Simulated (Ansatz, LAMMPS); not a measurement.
# Liquid (Cs,K,Li)F at 1680 K (82 atoms): a single point, part 2 of 2

What does DFT give for liquid (Cs,K,Li)F at 1680 K (82 atoms) as built?

Ansatz 0.2.0; Kohn-Sham DFT, PBEsol, PAW (set soft_2), plane waves.

The cell: 15 Cs, 8 K, 18 Li and 41 F. The starting topology of bonds comes from the classical model. The ion parameters were fitted for water, not for melts. The Brillouin zone is sampled at Γ only, in a cell whose shortest periodic width is 13 Å. Spin–orbit coupling is left out.

So far: The starting structure; The classical run that made the cell; Plane-wave single point.

### Step 3. Plane-wave single point (continued)

States in the cell by windows of 1 eV, zero at the Fermi level; the larger projections on atomic orbitals stand beside the total:

```csv
from (eV),to (eV),total,F p,Cs p,K p
-14,-13,1.1,0.0,0.0,1.1
-13,-12,32.5,0.1,0.0,32.2
-12,-11,14.4,0.1,0.0,14.2
-11,-9,0.0,0.0,0.0,0.0
-9,-8,4.1,0.1,4.0,0.0
-8,-7,52.8,1.0,51.3,0.0
-7,-6,29.2,1.0,28.0,0.0
-6,-5,3.9,0.3,3.6,0.0
-5,-4,0.0,0.0,0.0,0.0
-4,-3,11.0,10.4,0.1,0.0
-3,-2,80.6,77.0,0.8,0.1
-2,-1,121.2,116.7,1.1,0.1
-1,0,30.7,29.8,0.3,0.0
0,1,2.5,2.4,0.0,0.0
1,2,0.0,0.0,0.0,0.0
2,3,1.6,0.0,0.0,0.0
3,4,5.8,0.2,0.1,0.0
4,5,24.6,0.8,0.2,0.0
```

With fixed occupations the program's Fermi level is the highest filled level; weight inside the gap is the broadening of levels at its edges.

Between -26 and -14 eV lie 112 more states.

The stored curve holds about 496 of the 548 electrons; the rest, give or take the few that broadening carries across the Fermi level, lie in deeper levels below its range.

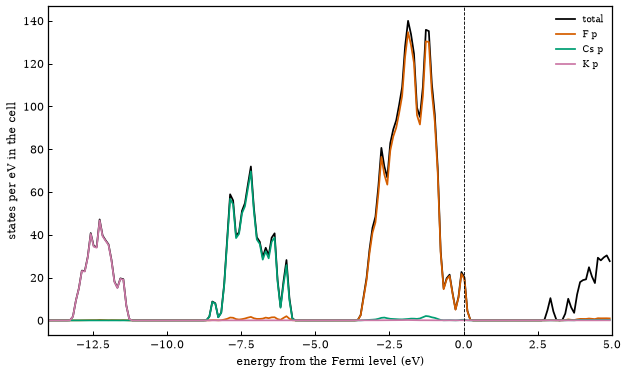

Total and projected density of states, with the broadening of the input.

The levels nearest the highest filled one (over half full), pooled over k-points and spins:

```
level less the highest filled one (eV)  occupation
                                -0.541           2
                                -0.518           2
                                -0.388           2
                                -0.126           2
                               -0.0133           2
                                     0           2
                                  2.92           0
                                  3.55           0
                                  3.85           0
                                  3.96           0
                                  4.06           0
                                  4.19           0
```

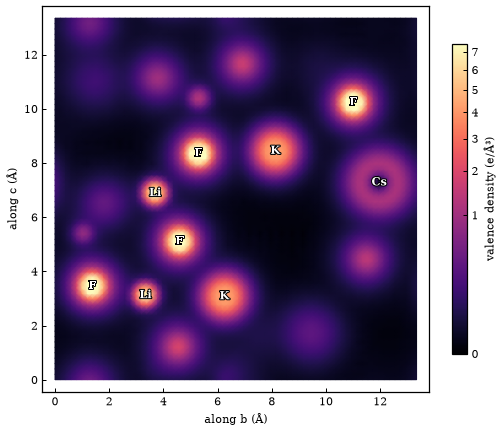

Valence density in the bc plane at fractional x = 0.078, with atoms of Cs and K and Li and F within 0.2 Å of it. It is the smooth field of the valence electrons, not physical close to the nuclei. The map starts off the cell's origin, so that atoms lie inside it. The colour scale is stretched toward low values.

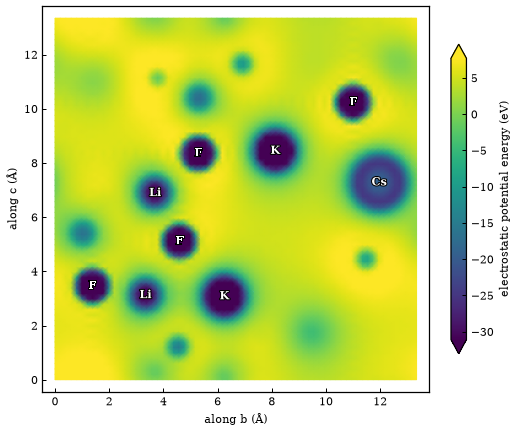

Electrostatic potential energy in the bc plane at fractional x = 0.078, with atoms of Cs and K and Li and F within 0.2 Å of it. With pseudopotentials it is smooth inside the atoms' cores, unlike the true potential. The map starts off the cell's origin, so that atoms lie inside it.

Mean Löwdin charges: Cs +0.94, F -0.77, K +0.85, Li +0.80 e (they miss 0.68 % of the electrons, so they add up to more than the cell's charge).

### Step 4. Local order

These statistics describe the geometry on which the runs were made.

Density 2.25 g/cm³, 28.96 Å³ an atom.

Pair distribution functions g(r), in bins of 0.2 Å:

```csv
r (Å),total,F-F,F-Li,F-Cs,F-K,Li-Li,Li-Cs
1.80,0.41,0.00,1.86,0.00,0.00,0.00,0.00
2.00,2.06,0.00,9.36,0.00,0.00,0.00,0.00
2.20,0.77,0.00,3.50,0.00,0.00,0.00,0.00
2.40,0.54,0.00,2.22,0.25,0.00,0.00,0.00
2.60,0.91,0.00,0.77,0.89,5.90,0.00,0.00
2.80,1.04,0.72,0.32,2.98,2.54,0.00,0.00
3.00,0.98,0.51,0.58,1.90,1.93,3.25,0.00
3.20,1.37,2.00,0.12,2.08,0.87,1.67,2.00
3.40,1.12,1.86,0.00,1.46,1.50,1.50,1.20
3.60,1.15,1.31,0.40,0.95,2.00,1.35,1.86
3.80,1.29,1.77,0.44,1.06,0.99,2.00,1.20
4.00,0.81,0.84,0.65,0.77,0.00,0.35,1.52
4.20,0.97,1.15,0.87,0.78,0.17,1.29,2.00
4.40,0.78,0.76,0.73,0.55,0.29,0.31,1.07
4.60,0.95,0.80,1.14,0.80,0.54,1.06,1.63
4.80,1.00,1.27,0.67,0.73,0.85,0.25,2.27
5.00,0.99,0.63,1.07,1.17,1.27,0.23,0.56
5.20,1.05,0.78,1.55,1.01,1.27,0.42,0.38
5.40,0.89,0.58,0.84,1.21,1.38,0.61,1.08
5.60,0.98,0.83,1.19,1.08,1.00,0.37,0.90
5.80,0.98,1.30,1.22,0.78,1.20,0.52,0.42
6.00,0.98,1.00,1.14,0.85,0.96,1.14,1.18
6.20,0.89,0.96,1.17,1.00,0.89,0.30,0.63
6.40,1.00,1.02,0.89,1.05,1.13,1.42,0.85
6.60,1.02,1.00,0.88,0.99,1.31,1.73,1.04
```

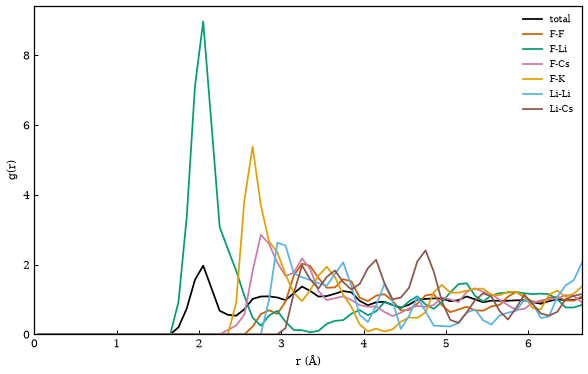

Pair distribution functions, lightly smoothed.

The surroundings of Li40, which bears the longest force, nearest first, numbered as they follow in the input and with coordinates relative to it.

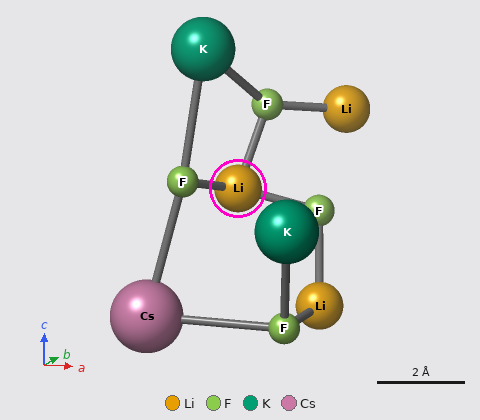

The atoms of the table, within 3.8 Å (arrows a, b, c point along x, y, z); some may hide others; the central atom is ringed.

```
atom      x      y      z  distance (Å)  Löwdin charge (e)     Fx     Fy  Fz (eV/Å)
Li40   0.00   0.00   0.00          0.00               0.82   1.00  -0.53       1.28
 F45   1.70   0.77  -0.53          1.95              -0.75  -0.51   0.01      -0.80
 F44  -0.63  -1.82   0.44          1.98              -0.77   0.24   0.71      -0.62
 F76   0.45   0.70   1.89          2.07              -0.77  -0.33   0.58      -0.04
Li25   1.80   2.22   1.61          3.28               0.80   0.39  -0.06       0.29
Li29   1.90   0.35  -2.69          3.31               0.80  -0.06  -0.27       0.43
 K16   2.35  -2.70  -0.36          3.60               0.85  -0.18   0.31      -0.05
 K22  -0.33  -1.30   3.50          3.75               0.87   0.03  -0.15      -0.54
 Cs9  -1.40  -2.14  -2.74          3.75               0.93   0.61  -0.10      -0.48
 F50   1.84  -1.64  -2.87          3.79              -0.77  -0.46   0.68       0.58
```

### Step 5. Summary of results

```yaml
free_energy_per_atom: -1615.5266 eV/atom
pressure: -3.274 GPa
r_m_s_force_component: 0.424 eV/Å
spacing_of_highest_filled_and_lowest_empty_level: 2.924 eV
wall_time_of_the_1_dft_run: 29 s
```

The highest filled and lowest empty levels differ by 2.92 eV (at Γ alone); a semilocal functional tends to put such gaps too low. In a disordered cell it changes from sample to sample and from frame to frame.

What to keep in mind: The force components of 0.42 eV/Å r.m.s. hold both thermal displacement and the mismatch between the potential that made the cell and DFT. The pressure of -3.3 GPa is that of one thermal frame, in which the classical model's bond lengths enter as well as the volume, without the kinetic term.

[Logs are printed without paths, hosts, clocks, repeated set-up lines and the standing remarks that a program may print on its own settings, such as how far it seeks lower states.]

[Hosts, paths, dates, database ids (printed as entryN), source tags and the programs' standing remarks are cut or masked in the printed files.]
